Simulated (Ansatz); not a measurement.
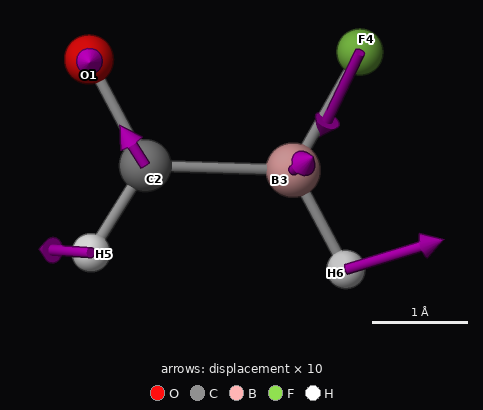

A relaxation of CH2BFO. The starting structure is drawn; purple arrows show the displacements, magnified 10 times. The two geometries are superimposed by the best rigid fit.

A ball-and-stick model, seen face on.

The run prepares the start of a later molecular dynamics calculation, from a guessed geometry.

Method: Ansatz, RKS r2SCAN-D4/def2-SVP. Settings: no spin polarisation; force threshold 0.02 eV/Å; at most 40 steps.

Question: Describe the change and its energy.

Answer: The energy falls by 40.6 kJ/mol in 6 geometry steps. The largest force component goes from 3.7 to 0.0091 eV/Å. The atom that moves furthest after the best rigid fit is F4 (0.12 Å). By element the largest moves are F 0.12 Å, H 0.11 Å, O 0.06 Å, C 0.05 Å, B 0.05 Å. Some distances before and after: B3–F4 1.429 → 1.314 Å, O1–C2 1.267 → 1.215 Å, C2–B3 1.568 → 1.614 Å, C2–H5 1.085 → 1.129 Å. Bond angles that change, for instance: C2–B3–H6 119.3° → 124.3°, F4–B3–H6 122.5° → 118.8°. Cost: 23 s on 1 thread of Arm Neoverse V1, with other jobs on the host, peak memory 0.15 GiB.
